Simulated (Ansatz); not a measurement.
# SiH2 (SMILES [SiH2]): RPA@PBE/aug-cc-pVTZ

Aim: the vertical electron affinity of SiH2 at RPA@PBE/aug-cc-pVTZ, from 2 runs. 

The results are computed with Ansatz 0.2.0.

32 further runs of the same task are left out: 32 set aside as unsound or not needed.

### 1 The structure to begin with

The species is SiH2 (3 atoms), meant as a singlet with charge 0. As SMILES, `[SiH2]`. The coordinates come from a PBE0-D4/def2-TZVP relaxation.

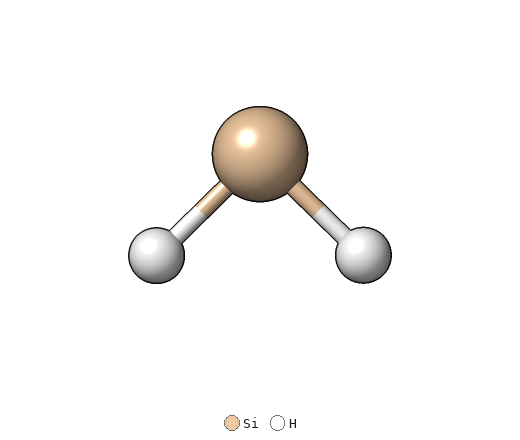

The structure, seen from a chosen angle (silicon light orange, hydrogen white).

### 2 A single-point energy at RPA@PBE/aug-cc-pVTZ

Contents of molecule.yaml:

```yaml
crystal:
  periodic: [false, false, false]
  atoms:
    - {symbol: Si, position_ang: [-0.491200, 0.468600, -0.213600]}
    - {symbol: H, position_ang: [0.840300, 0.578600, 0.522500]}
    - {symbol: H, position_ang: [-0.349100, -1.047200, -0.308900]}
basis:
  gaussian: {orbitals: aug-cc-pVTZ}
accuracy: high
hamiltonian: {xc: {name: PBE}}
correlation: {method: rpa, frozen_orbitals: {H: 0, Si: 5}}
magnetization: {spin_polarized: false}
```

On the command line:

```bash
$ ansatz run molecule.yaml --threads 1 --pin off --max-ram 3480MiB --events-out events.jsonl --progress --plain --runs-dir runs
```

Output:

```text
Warning: RAYON_NUM_THREADS=1 ignored (pool sized by the plan → 1); use --threads N
Functional definition: PBE
  name "PBE"
  parameter kappa = 0.804
  parameter beta = 0.06672455060314922
  exchange = pbe_x(kappa = kappa, mu = beta*pi^2/3)
  correlation = pbe_c(beta = beta)
1418 factors; integrals over basis functions are off by at most 3.9e-9 eV
mean field evaluation 1: about -7902.9524 eV, gradient 1.4e1 eV
mean field evaluation 2: about -7902.9519 eV, gradient 1.4e1 eV
mean field evaluation 4: about -7903.8337 eV, gradient 1.9e0 eV
mean field evaluation 8: about -7903.8524 eV, gradient 4.7e-2 eV
mean field evaluation 16: about -7903.8524 eV, gradient 6.2e-7 eV
mean field -7903.85242697 eV, -290.4612192676 hartree, gradient 1.3e-8 eV, S^2 0.000000; 0 other end points of the search recorded, 0 dependent functions left out
5 core orbitals not correlated: weight in the atoms' cores, before any rotation towards them, 1.000 or more for the frozen orbitals, at most 0.000 for the correlated occupied ones
reference -7891.80295405 eV, -290.0184093052 hartree; 3, 3 occupied and 88, 88 virtual orbitals, 1418 factors
Total energy: -7898.52102353 eV, -290.2652938051 hartree
```

Run time: 5.4 s. Hardware: 1 thread of Arm Neoverse V1, shared host; peak memory 0.23 GiB.

### 3 The doublet anion

Contents of molecule.yaml:

```yaml
crystal:
  periodic: [false, false, false]
  atoms:
    - {symbol: Si, position_ang: [-0.491200, 0.468600, -0.213600]}
    - {symbol: H, position_ang: [0.840300, 0.578600, 0.522500]}
    - {symbol: H, position_ang: [-0.349100, -1.047200, -0.308900]}
basis:
  gaussian:
    orbitals: aug-cc-pVTZ
total_charge: -1
magnetization:
  spin_polarized: true
  initial_magnetization: 1
hamiltonian:
  xc: {name: PBE}
correlation:
  method: rpa
  frozen_orbitals: {H: 0, Si: 5}
accuracy: high
```

On the command line:

```bash
$ ansatz run molecule.yaml --threads 1 --pin off --max-ram 3480MiB --events-out events.jsonl --progress --plain --runs-dir runs
```

Output:

```text
Warning: RAYON_NUM_THREADS=1 ignored (pool sized by the plan → 1); use --threads N
Functional definition: PBE
  name "PBE"
  parameter kappa = 0.804
  parameter beta = 0.06672455060314922
  exchange = pbe_x(kappa = kappa, mu = beta*pi^2/3)
  correlation = pbe_c(beta = beta)
1418 factors; integrals over basis functions are off by at most 3.9e-9 eV
mean field evaluation 1: about -7904.7108 eV, gradient 7.7e0 eV
mean field evaluation 2: about -7904.7108 eV, gradient 7.7e0 eV
mean field evaluation 4: about -7905.0732 eV, gradient 1.5e0 eV
mean field evaluation 8: about -7905.0977 eV, gradient 1.4e-2 eV
mean field evaluation 16: about -7905.0977 eV, gradient 5.6e-6 eV
mean field -7905.09770149 eV, -290.5069822622 hartree, gradient 3.0e-8 eV, S^2 0.755819; 0 other end points of the search recorded, 0 dependent functions left out
5 core orbitals not correlated: weight in the atoms' cores, before any rotation towards them, 1.000 or more for the frozen orbitals, at most 0.000 for the correlated occupied ones
reference -7892.36826213 eV, -290.0391839938 hartree; 4, 3 occupied and 87, 88 virtual orbitals, 1418 factors
Total energy: -7899.78295713 eV, -290.3116690095 hartree
```

It took 7.2 s on 1 thread of Arm Neoverse V1, shared host; peak memory 0.24 GiB.

### 4 Outcome

Level: RPA@PBE/aug-cc-pVTZ, 5 core orbitals frozen.

| quantity | value |
| --- | --- |
| singlet SiH2: total energy | -290.26529 Eh |
| singlet SiH2: RPA correlation energy (valence) | -246.9 mEh |
| doublet anion: total energy | -290.31167 Eh |
| doublet anion: RPA correlation energy (valence) | -272.5 mEh |
| doublet anion: ⟨S²⟩ of the reference determinant | 0.756 |
| vertical electron affinity (to the doublet anion) | 1.262 eV |

In words: At fixed nuclei the extra electron is bound by 1.26 eV (29 kcal/mol).
